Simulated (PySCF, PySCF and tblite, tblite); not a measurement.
# CF3CH2OPh (C8H7F3O): conformers and averaged spectra, part 2 of 2

PySCF and tblite. Atoms count from 0. Earlier steps stand in the parts before.

## Step 7: Boltzmann average: properties at KT2/pcSseg-1 in methanol

The job: settings as JSON, then the geometry in Å.

```
{"job": {"study": "conf", "smiles": "FC(F)(F)COc1ccccc1", "search": {"seed": 6672, "n_embed": 90, "ff_keep": 18, "window": 1.0, "nmax": 5, "temps": [150, 200, 273.15, 298.15, 450], "t_ref": 298.15, "order": 0.001, "w0": 200.0}, "level": {"nmr": {"xc": "KT2", "basis": "pcSseg-1", "solvent": "methanol"}, "sp": {"xc": "PBE0", "basis": "def2-SVP", "solvent": "methanol"}}, "kind": "conf"}, "charge": 0, "multiplicity": 1}
F     -3.552150     1.234695     0.647463
C     -3.320655     0.047103     0.086491
F     -3.612389     0.154929    -1.210416
F     -4.211171    -0.810821     0.613881
C     -1.898461    -0.449455     0.329290
O     -1.033173     0.486999    -0.241854
C      0.321517     0.264176    -0.156796
C      1.123246     1.238358    -0.747126
C      2.496761     1.112842    -0.719064
C      3.086250     0.018438    -0.104652
C      2.288473    -0.946136     0.479993
C      0.906361    -0.832574     0.459262
H     -1.807113    -1.440434    -0.138536
H     -1.757608    -0.537623     1.416340
H      0.642676     2.079974    -1.219092
H      3.110729     1.872285    -1.178682
H      4.160581    -0.079724    -0.083007
H      2.737290    -1.802146     0.961163
H      0.309034    -1.601636     0.923884
```

The program printed:

```text
conformer  sym    E(xTB)   E(DFT)   G(298.15 K)  weight  dipole/D
    1     C1      0.000    0.678    0.435   0.3244    2.229
    2     Cs      0.337    0.000    0.000   0.6756    3.170

mean shielding (ppm) by class
class atoms           150 K      200 K   273.15 K   298.15 K      450 K
  0 F  0,2,3        247.336    247.095    246.809    246.731    246.401
  1 C  1             52.061     52.012     51.955     51.939     51.873
  2 C  4            117.129    117.272    117.443     117.49    117.687
  3 O  5            219.352    219.341    219.328    219.325     219.31
  4 C  6              29.84     29.835     29.829     29.828     29.821
  5 C  7,11          76.866     76.809     76.742     76.723     76.645
  6 C  8,10          60.761     60.779     60.801     60.807     60.833
  7 C  9             68.409     68.403     68.396     68.395     68.387
  8 H  12,13         26.936     26.906     26.871     26.861     26.821
  9 H  14,18         24.548     24.536      24.52     24.516     24.499
 10 H  15,17         24.062     24.064     24.067     24.068     24.071
 11 H  16            24.426     24.428     24.431     24.432     24.435
```

It took 94 s on 1 thread of Arm Neoverse V2, shared host. This counts the runs that the step sums up.

The search (ETKDG and KDG, MMFF94s, GFN2-xTB) embedded 90 structures, kept 2 distinct ones after the force field and 2 after xTB; 2 were carried on (window 1.0 kcal/mol at the search's own energies). Energies: PBE0/def2-SVP in methanol with D3(BJ).

The conformers at 298 K:

| no. | group | mirror pair | ΔE xTB | ΔE DFT | ΔG | weight (%) | μ (D) | C1–C4–O5–C6 (°) | C4–O5–C6–C7 (°) | A, B, C (GHz) |
| --- | --- | --- | --- | --- | --- | --- | --- | --- | --- | --- |
| 1 | C1 | yes | 0.00 | 0.68 | 0.43 | 32.4 | 2.23 | -84 | 178 | 2.29, 0.51, 0.47 |
| 2 | Cs | no | 0.34 | 0.00 | 0.00 | 67.6 | 3.17 | -180 | -180 | 2.76, 0.41, 0.38 |

Energies in kcal/mol. ΔG holds xTB vibrations and rotation, symmetry numbers and mirror pairs.

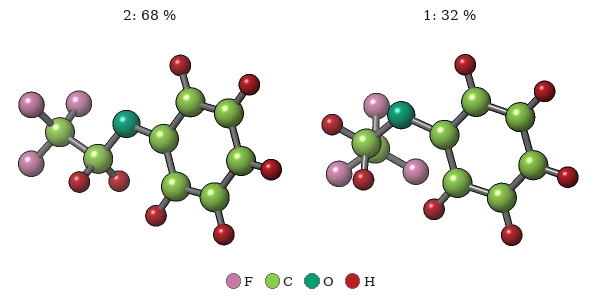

Conformers, most populated first.

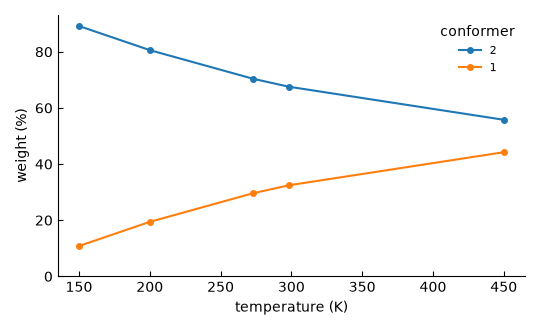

Weights against temperature.

Other ways of weighting, at the same temperature:

| scheme | 2 | 1 | mean μ (D) |
| --- | --- | --- | --- |
| DFT free energy | 68 | 32 | 2.87 |
| DFT energy, symmetry counted | 61 | 39 | 2.80 |
| DFT energy alone | 76 | 24 | 2.94 |
| xTB energy, symmetry counted | 22 | 78 | 2.44 |
| xTB free energy | 27 | 73 | 2.49 |
| lowest conformer only | 100 | 0 | 3.17 |
| equal weights | 50 | 50 | 2.70 |
| conformers found from three starts alone | 100 | 0 | 3.17 |

Shifts against references run at the same level (1H TMS 31.60, 13C TMS 186.5 ppm of shielding), by class of atoms, at 298 K:

| atoms | environment | no. 2 | no. 1 | average |
| --- | --- | --- | --- | --- |
| C6 | aromatic carbon bearing oxygen | 156.6 | 156.7 | 156.6 |
| C1 | CF3 carbon | 134.3 | 134.9 | 134.5 |
| C8, C10 | aromatic CH | 125.7 | 125.5 | 125.6 |
| C9 | aromatic CH | 118.0 | 118.1 | 118.1 |
| C7, C11 | aromatic CH | 109.5 | 110.2 | 109.7 |
| C4 | sp3 CH2 bonded to O | 69.5 | 67.8 | 69.0 |
| H15, H17 | hydrogen on an aromatic CH | 7.54 | 7.51 | 7.53 |
| H16 | hydrogen on an aromatic CH | 7.17 | 7.15 | 7.17 |
| H14, H18 | hydrogen on an aromatic CH | 7.03 | 7.18 | 7.08 |
| H12, H13 | hydrogen on an sp3 CH2 bonded to O | 4.62 | 4.97 | 4.74 |
| F0, F2, F3 | fluorine of a CF3 group | 247.6 (σ) | 244.8 (σ) | 246.7 (σ) |
| O5 | ether oxygen | 219.4 (σ) | 219.2 (σ) | 219.3 (σ) |

Effective distances for nuclear Overhauser effects, ⟨r⁻⁶⟩^(−1/6) over all pairs of two classes (Å): H15···H16 2.47; H12···H14 2.65; H14···H15 2.75.

## Step 8: Shieldings, conformer 1: B3LYP/pcSseg-1

The job: settings as JSON, then the geometry in Å.

```
{"job": {"xc": "B3LYP", "basis": "pcSseg-1", "kind": "nmr", "pop": false}, "charge": 0, "multiplicity": 1}
F      3.791801     0.596837     1.089685
C      2.701938     0.768722     0.320967
F      3.075386     1.512836    -0.722394
F      1.843352     1.502899     1.036866
C      2.137982    -0.593222    -0.108277
O      1.054752    -0.477348    -0.974843
C     -0.223094    -0.291359    -0.485184
C     -1.202114    -0.157354    -1.467332
C     -2.524368     0.009473    -1.111203
C     -2.887048     0.043597     0.226254
C     -1.914166    -0.087651     1.198208
C     -0.581565    -0.255269     0.853705
H      1.912456    -1.172048     0.795553
H      2.932042    -1.096008    -0.670683
H     -0.896425    -0.186965    -2.500828
H     -3.274866     0.113980    -1.879941
H     -3.920728     0.175122     0.506461
H     -2.184376    -0.056938     2.242931
H      0.149237    -0.340053     1.642594
```

The program printed:

```text
coarse grid: 17376 points
cycle   1  E = -683.4414397724  dE =  2.175e+00  |g| = 1.081e+00  |ddm| = 4.222e+00
cycle   2  E = -683.1836487708  dE =  2.578e-01  |g| = 1.693e+00  |ddm| = 1.761e+00
cycle   3  E = -683.6426919095  dE = -4.590e-01  |g| = 1.095e-01  |ddm| = 1.043e+00
cycle   4  E = -683.6445320088  dE = -1.840e-03  |g| = 6.387e-02  |ddm| = 1.374e-01
cycle   5  E = -683.6454150725  dE = -8.831e-04  |g| = 1.897e-02  |ddm| = 6.722e-02
cycle   6  E = -683.6454910082  dE = -7.594e-05  |g| = 5.343e-03  |ddm| = 2.078e-02
cycle   7  E = -683.6454975053  dE = -6.497e-06  |g| = 1.284e-03  |ddm| = 5.352e-03
final grid: 173288 points
cycle   8  E = -683.7602547453  dE = -5.791e-05  |g| = 8.988e-03  |ddm| = 4.331e-02
cycle   9  E = -683.7602385149  dE =  1.623e-05  |g| = 1.313e-02  |ddm| = 1.590e-02
cycle  10  E = -683.7602703082  dE = -3.179e-05  |g| = 1.514e-03  |ddm| = 9.446e-03
cycle  11  E = -683.7602707893  dE = -4.811e-07  |g| = 2.993e-04  |ddm| = 1.686e-03
cycle  12  E = -683.7602708012  dE = -1.192e-08  |g| = 1.623e-04  |ddm| = 3.660e-04
cycle  13  E = -683.7602708070  dE = -5.852e-09  |g| = 3.557e-05  |ddm| = 1.621e-04
cycle  14  E = -683.7602708073  dE = -2.744e-10  |g| = 1.606e-05  |ddm| = 4.324e-05
converged SCF energy = -683.7602708073

GIAO shielding tensors (ppm)
atom      isotropic    diamagn.    paramagn.     s11        s22        s33       span
  0 F      255.322     468.382    -213.061    166.169    255.778    344.018    177.849
  1 C       45.758     244.445    -198.687     40.122     46.032     51.121     10.999
  2 F      254.448     473.264    -218.816    166.652    255.333    341.358    174.706
  3 F      252.458     480.546    -228.088    179.820    246.811    330.742    150.921
  4 C      113.173     247.143    -133.970     87.815    106.823    144.881     57.066
  5 O      225.580     400.342    -174.762    147.173    256.703    272.864    125.691
  6 C       15.629     255.565    -239.937    -71.673     13.661    104.898    176.571
  7 C       56.912     252.768    -195.856    -34.709     46.255    159.191    193.901
  8 C       46.036     253.269    -207.233    -65.349     33.220    170.236    235.586
  9 C       54.307     253.808    -199.501    -53.831     43.192    173.560    227.390
 10 C       47.109     252.905    -205.795    -64.853     35.370    170.811    235.664
 11 C       67.491     258.683    -191.192    -21.742     45.673    178.542    200.284
 12 H       27.139      31.122      -3.982     24.643     26.735     30.041      5.398
 13 H       27.279      26.921       0.358     22.748     27.383     31.706      8.958
 14 H       24.572      32.292      -7.721     20.648     24.020     29.048      8.400
 15 H       24.324      29.485      -5.161     20.993     24.856     27.122      6.129
 16 H       24.682      29.289      -4.607     21.452     25.527     27.067      5.615
 17 H       24.370      30.890      -6.520     20.827     24.534     27.750      6.923
 18 H       24.849      35.052     -10.203     20.714     23.602     30.232      9.518
```

Run time: 38 s. Hardware: 1 thread of Arm Neoverse V2, shared host; peak memory 1.2 GiB.

Key values: HOMO -6.61 eV, LUMO -0.55 eV; dipole 1.88 D.

## Step 9: Shieldings, conformer 2: B3LYP/pcSseg-1

The job: settings as JSON, then the geometry in Å.

```
{"job": {"xc": "B3LYP", "basis": "pcSseg-1", "kind": "nmr", "pop": false}, "charge": 0, "multiplicity": 1}
F     -3.552150     1.234695     0.647463
C     -3.320655     0.047103     0.086491
F     -3.612389     0.154929    -1.210416
F     -4.211171    -0.810821     0.613881
C     -1.898461    -0.449455     0.329290
O     -1.033173     0.486999    -0.241854
C      0.321517     0.264176    -0.156796
C      1.123246     1.238358    -0.747126
C      2.496761     1.112842    -0.719064
C      3.086250     0.018438    -0.104652
C      2.288473    -0.946136     0.479993
C      0.906361    -0.832574     0.459262
H     -1.807113    -1.440434    -0.138536
H     -1.757608    -0.537623     1.416340
H      0.642676     2.079974    -1.219092
H      3.110729     1.872285    -1.178682
H      4.160581    -0.079724    -0.083007
H      2.737290    -1.802146     0.961163
H      0.309034    -1.601636     0.923884
```

The program printed:

```text
coarse grid: 17376 points
cycle   1  E = -683.4459361297  dE =  2.182e+00  |g| = 1.071e+00  |ddm| = 4.257e+00
cycle   2  E = -683.2144628753  dE =  2.315e-01  |g| = 1.643e+00  |ddm| = 1.682e+00
cycle   3  E = -683.6440371747  dE = -4.296e-01  |g| = 1.040e-01  |ddm| = 9.787e-01
cycle   4  E = -683.6457021112  dE = -1.665e-03  |g| = 5.760e-02  |ddm| = 1.232e-01
cycle   5  E = -683.6464111334  dE = -7.090e-04  |g| = 1.762e-02  |ddm| = 6.073e-02
cycle   6  E = -683.6464757234  dE = -6.459e-05  |g| = 5.358e-03  |ddm| = 2.046e-02
cycle   7  E = -683.6464821458  dE = -6.422e-06  |g| = 1.079e-03  |ddm| = 5.153e-03
final grid: 173288 points
cycle   8  E = -683.7621364089  dE = -6.253e-05  |g| = 9.138e-03  |ddm| = 4.554e-02
cycle   9  E = -683.7621197019  dE =  1.671e-05  |g| = 1.345e-02  |ddm| = 1.542e-02
cycle  10  E = -683.7621522532  dE = -3.255e-05  |g| = 1.419e-03  |ddm| = 9.157e-03
cycle  11  E = -683.7621526653  dE = -4.121e-07  |g| = 3.131e-04  |ddm| = 1.599e-03
cycle  12  E = -683.7621526785  dE = -1.319e-08  |g| = 1.644e-04  |ddm| = 3.825e-04
cycle  13  E = -683.7621526843  dE = -5.843e-09  |g| = 3.592e-05  |ddm| = 1.620e-04
cycle  14  E = -683.7621526846  dE = -2.751e-10  |g| = 1.616e-05  |ddm| = 4.419e-05
converged SCF energy = -683.7621526846

GIAO shielding tensors (ppm)
atom      isotropic    diamagn.    paramagn.     s11        s22        s33       span
  0 F      256.211     473.072    -216.861    173.035    257.957    337.641    164.606
  1 C       46.583     245.122    -198.539     44.411     46.422     48.917      4.506
  2 F      256.228     473.101    -216.873    173.060    257.941    337.682    164.622
  3 F      257.077     467.977    -210.900    169.817    253.174    348.239    178.422
  4 C      111.294     247.337    -136.043     97.365     97.532    138.986     41.621
  5 O      222.083     402.379    -180.297    141.044    245.758    279.446    138.401
  6 C       15.275     254.334    -239.059    -69.976      9.260    106.541    176.517
  7 C       57.226     252.499    -195.273    -34.175     45.743    160.110    194.285
  8 C       45.684     253.122    -207.438    -66.053     32.441    170.664    236.717
  9 C       54.250     253.623    -199.373    -54.835     43.747    173.838    228.674
 10 C       46.545     252.760    -206.215    -65.585     34.490    170.730    236.315
 11 C       69.445     258.213    -188.768    -20.924     55.433    173.826    194.750
 12 H       27.600      31.279      -3.679     23.465     28.233     31.103      7.639
 13 H       27.601      31.253      -3.652     23.472     28.224     31.109      7.637
 14 H       24.514      32.678      -8.163     20.393     23.970     29.181      8.789
 15 H       24.286      29.475      -5.188     20.921     24.722     27.217      6.296
 16 H       24.638      28.824      -4.187     21.383     25.448     27.081      5.698
 17 H       24.324      30.271      -5.947     20.810     24.567     27.594      6.784
 18 H       25.202      34.679      -9.477     20.633     24.406     30.568      9.935
```

Wall time 38 s (1 thread of Arm Neoverse V2, shared host); peak memory 1.2 GiB.

Key values: HOMO -6.69 eV, LUMO -0.66 eV; dipole 2.68 D.

## Step 10: The ensemble: properties at B3LYP/pcSseg-1

Changed since step 7:

```diff
@@ -1,2 +1,2 @@
-{"job": {"study": "conf", "smiles": "FC(F)(F)COc1ccccc1", "search": {"seed": 6672, "n_embed": 90, "ff_keep": 18, "window": 1.0, "nmax": 5, "temps": [150, 200, 273.15, 298.15, 450], "t_ref": 298.15, "order": 0.001, "w0": 200.0}, "level": {"nmr": {"xc": "KT2", "basis": "pcSseg-1", "solvent": "methanol"}, "sp": {"xc": "PBE0", "basis": "def2-SVP", "solvent": "methanol"}}, "kind": "conf"}, "charge": 0, "multiplicity": 1}
+{"job": {"study": "conf", "smiles": "FC(F)(F)COc1ccccc1", "search": {"seed": 6672, "n_embed": 90, "ff_keep": 18, "window": 1.0, "nmax": 5, "temps": [150, 200, 273.15, 298.15, 450], "t_ref": 298.15, "order": 0.001, "w0": 200.0}, "level": {"nmr": {"xc": "B3LYP", "basis": "pcSseg-1"}, "change": "B3LYP/pcSseg-1", "top": 4}, "kind": "conf"}, "charge": 0, "multiplicity": 1}
 F     -3.552150     1.234695     0.647463
```

The program printed:

```text
conformer  sym    E(xTB)   E(DFT)   G(298.15 K)  weight  dipole/D
    1     C1      0.000    0.535    0.292   0.3792    1.875
    2     Cs      0.337    0.000    0.000   0.6208    2.679

mean shielding (ppm) by class
class atoms           150 K      200 K   273.15 K   298.15 K      450 K
  0 F  0,2,3        256.108    255.882    255.645    255.584    255.335
  1 C  1             46.448     46.371     46.291      46.27     46.185
  2 C  4            111.602    111.776    111.959    112.007      112.2
  3 O  5            222.655     222.98    223.321    223.409    223.768
  4 C  6             15.333     15.366       15.4     15.409     15.445
  5 C  7,11           63.15     63.045     62.934     62.906     62.789
  6 C  8,10           46.19     46.232     46.277     46.288     46.335
  7 C  9             54.259     54.265      54.27     54.272     54.278
  8 H  12,13         27.537       27.5     27.462     27.452     27.412
  9 H  14,18         24.834      24.82     24.806     24.802     24.787
 10 H  15,17         24.312     24.316      24.32     24.321     24.325
 11 H  16            24.645     24.649     24.653     24.654     24.659
```

Run time: 76 s. Hardware: 1 thread of Arm Neoverse V2, shared host. This counts the runs that the step sums up.

Against the first level, at 298 K (shieldings, ppm; largest changes first):

| atoms | KT2/pcSseg-1 in methanol | B3LYP/pcSseg-1 | change |
| --- | --- | --- | --- |
| C8, C10 | 60.8 | 46.3 | -14.5 |
| C6 | 29.8 | 15.4 | -14.4 |
| C9 | 68.4 | 54.3 | -14.1 |
| C7, C11 | 76.7 | 62.9 | -13.8 |
| F0, F2, F3 | 246.7 | 255.6 | +8.9 |
| C1 | 51.9 | 46.3 | -5.7 |
| C4 | 117.5 | 112.0 | -5.5 |
| O5 | 219.3 | 223.4 | +4.1 |
| H12, H13 | 26.86 | 27.45 | +0.59 |
| H14, H18 | 24.52 | 24.80 | +0.29 |

Weights: from PBE0/def2-SVP in methanol energies 1: 32 %, 2: 68 %; from B3LYP/pcSseg-1 energies 1: 38 %, 2: 62 % (with a dispersion term where the level has one and the same thermal terms, so they don't follow from the SCF energies alone). Times: 94 s and 76 s.

## Step 11: Results

What follows sums up all 2 parts.

| quantity | value |
| --- | --- |
| conformers | 2; the first in weight is no. 2 (Cs), 68 % at 298 K |
| root-mean-square dipole | 2.90 D |
| averaged 13C shifts (KT2/pcSseg-1 in methanol) | 156.6, 134.5, 125.6, 118.1, 109.7, 69.0 ppm |
| averaged 1H shifts (KT2/pcSseg-1 in methanol) | 7.53, 7.17, 7.08, 4.74 ppm |

What this shows: At 298 K conformer 2 holds 68 % of the ensemble (89 % at 150 K, 56 % at 450 K). xTB puts no. 1 lowest, DFT no. 2. Among conformers over 5 %, H12, H13 differ by 0.34 ppm, while the average moves by 0.11 ppm from 150 to 450 K. Between KT2/pcSseg-1 in methanol and B3LYP/pcSseg-1, C8 changes most, by 14.5 ppm of raw shielding; the energies behind both averages, dispersion terms included where typed, rank the same conformer first.
